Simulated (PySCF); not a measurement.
# [H2PO2]− (SMILES O=[PH2][O-]): MP2/STO-3G

What is the vertical singlet–triplet gap of [H2PO2]− at MP2/STO-3G? The job is set up through a Python script.

The calculation is run with PySCF 2.14.0.

10 further runs of the same task are left out: 4 that didn't finish, 6 set aside as unsound or not needed.

### 1 The structure to begin with

The species is [H2PO2]− (5 atoms), meant as a singlet with charge -1. SMILES: `O=[PH2][O-]`. The coordinates come from a GFN2-xTB relaxation.

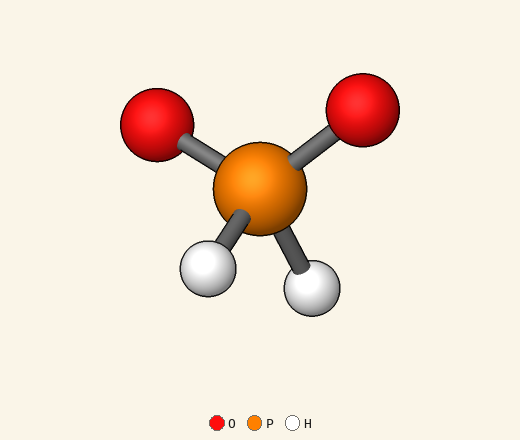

The structure, seen from a chosen angle (oxygen red, phosphorus orange, hydrogen white).

### 2 The energy at MP2/STO-3G

File calc.py:

```python
from pyscf import gto, mp

system = gto.Mole()
system.atom = '''
O       -0.569750       0.418060       1.344900
P        0.023990      -0.029410       0.067110
O        1.087130      -1.056140       0.105400
H       -0.993470      -0.417790      -0.831230
H        0.452100       1.085290      -0.686190
'''
system.charge = -1
system.basis = 'sto-3g'
system.max_memory = 1860
system.verbose = 3
system.spin = 0
system.build()

mf = system.RHF()
mf.conv_tol = 1e-10
mf.kernel()
if not mf.converged:
    mf = mf.newton().run(mf.mo_coeff, mf.mo_occ)

pt = mp.MP2(mf, frozen=7).run()
e_tot = pt.e_tot
print('Final energy', e_tot)
```

Launch:

```sh
OMP_NUM_THREADS=1 python calc.py
```

What it wrote:

```text
converged SCF energy = -485.39428368902
E(RMP2) = -485.499765743448  E_corr = -0.105482054427187
E(SCS-RMP2) = -485.501888471168  E_corr = -0.107604782147557
Final energy -485.49976574344765
```

Wall time 0.74 s (1 thread of Arm Neoverse V1, shared host); peak memory 0.12 GiB.

### 3 The triplet at the same level

File run.py:

```python
from pyscf import gto, mp

mol = gto.M(
    atom=[
    ('O', (-0.569750, 0.418060, 1.344900)),
    ('P', (0.023990, -0.029410, 0.067110)),
    ('O', (1.087130, -1.056140, 0.105400)),
    ('H', (-0.993470, -0.417790, -0.831230)),
    ('H', (0.452100, 1.085290, -0.686190)),
],
    verbose=4,
    basis='sto-3g',
    spin=2,
    charge=-1,
    max_memory=1860,
)

mf = mol.UHF()
mf.conv_tol = 1e-10
mf.kernel()
if not mf.converged:
    mf = mf.newton().run(mf.mo_coeff, mf.mo_occ)

pt = mp.MP2(mf, frozen=7).run()
energy = pt.e_tot
print('Final energy', energy)
```

Launch:

```sh
OMP_NUM_THREADS=1 python run.py
```

What it wrote:

```text
PySCF version 2.14.0

[... 40 lines left out ...]
WARN: HOMO 0.320749656259454 >= LUMO -0.311937000754045
[... 5 lines left out ...]
WARN: HOMO 0.511725109112533 >= LUMO 0.40783756251478
[... 5 lines left out ...]
WARN: HOMO 0.470174997940282 >= LUMO 0.391775746390037
[... 5 lines left out ...]
WARN: HOMO 0.421900689503457 >= LUMO 0.419015910425959
[... 5 lines left out ...]
WARN: HOMO 0.42106474970951 >= LUMO 0.418722674982692
[... 134 lines left out ...]
converged SCF energy = -485.014582452866  <S^2> = 2.0462497  2S+1 = 3.0306763
[... 1 line left out ...]
******** <class 'pyscf.mp.ump2.UMP2'> ********
nocc = (np.int64(11), np.int64(9)), nmo = (14, 14)
frozen orbitals 7
E(UMP2) = -485.157331283223  E_corr = -0.142748830356854
E(SCS-UMP2) = -485.153390850376  E_corr = -0.138808397510044
E_corr(same-spin) = -0.0374886910594392
E_corr(oppo-spin) = -0.105260139297414
Final energy -485.15733128322324
```

Wall time 0.85 s (1 thread of Arm Neoverse V1, shared host); peak memory 0.12 GiB.

### 4 Summary of results

Level: MP2/STO-3G, 7 core orbitals frozen.

| quantity | value |
| --- | --- |
| singlet: total energy | -485.49977 Eh |
| singlet: HOMO energy (Hartree–Fock orbitals) | 1.58 eV |
| singlet: LUMO energy (Hartree–Fock orbitals) | 21.42 eV |
| singlet: HOMO–LUMO gap (to an unbound level, set by the basis) | 19.84 eV |
| singlet: correlation energy (7 core orbitals frozen) | -105.5 mEh |
| triplet: total energy | -485.15733 Eh |
| triplet: HOMO energy (Hartree–Fock orbitals) (highest over α and β) | 11.12 eV |
| triplet: LUMO energy (Hartree–Fock orbitals) (lowest over α and β) | 11.26 eV |
| triplet: correlation energy (7 core orbitals frozen) | -142.7 mEh |
| triplet: ⟨S²⟩ of the reference determinant | 2.046 |
| vertical energy of the triplet above the singlet | 9.318 eV |

At this shape the triplet lies 9.32 eV (899 kJ/mol) above the singlet. For an anion a state so high probably lies above electron detachment. In a minimal basis such a difference can be off by several eV, whatever the method. Mulliken charges (singlet) of the mean-field density run from -0.76 on O1 to +1.05 on P2; they depend strongly on the basis. The HOMO (singlet) lies at positive energy, 1.58 eV: the electron is unbound at this level or held by a compact basis; values depend on the basis. Mulliken charges (triplet) of the mean-field density run from -0.67 on O1 to +0.81 on P2. The HOMO (triplet) lies at positive energy, 11.12 eV: the electron is unbound at this level or held by a compact basis; values depend on the basis.
